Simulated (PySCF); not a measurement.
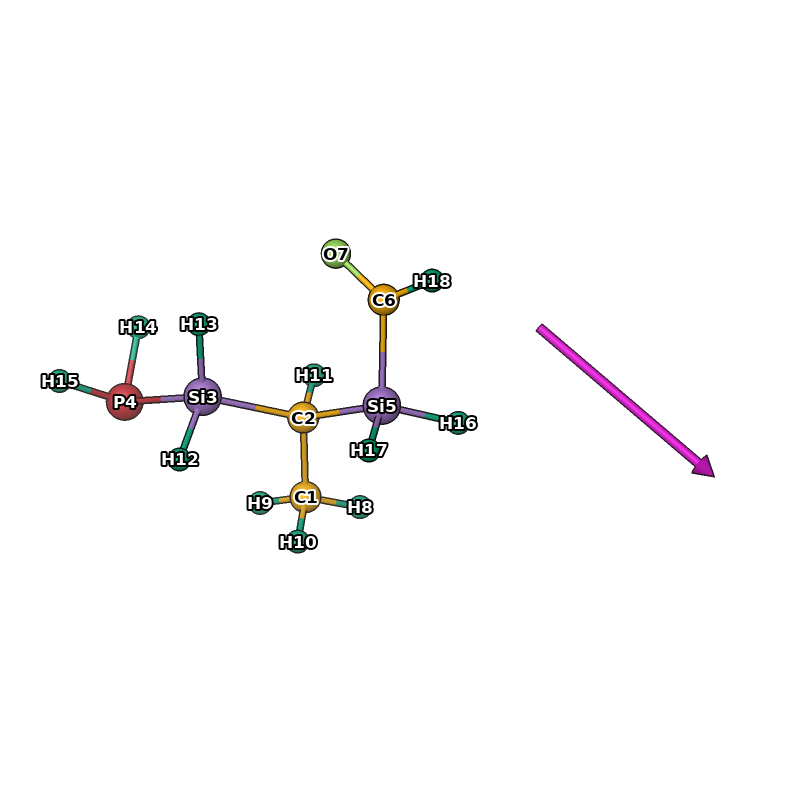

The arrow beside the molecule shows the direction of the dipole moment, from the negative to the positive end (its length means nothing). The computed structure is the end point of a GFN2-xTB optimisation. No frequency run is at hand to confirm it as a minimum. Level of theory: CAM-B3LYP/def2-SVPD, gas phase (PySCF 2.14.0).

Estimate the dipole moment.

2.03 D; it points from the side of H15 to the side of H16 (the outermost atoms at the two ends).

The geometry is semi-empirical. Around P, Si such bond lengths and angles can be off by a tenth of an ångström or more and by several degrees, and values that hang on the shape move with them.
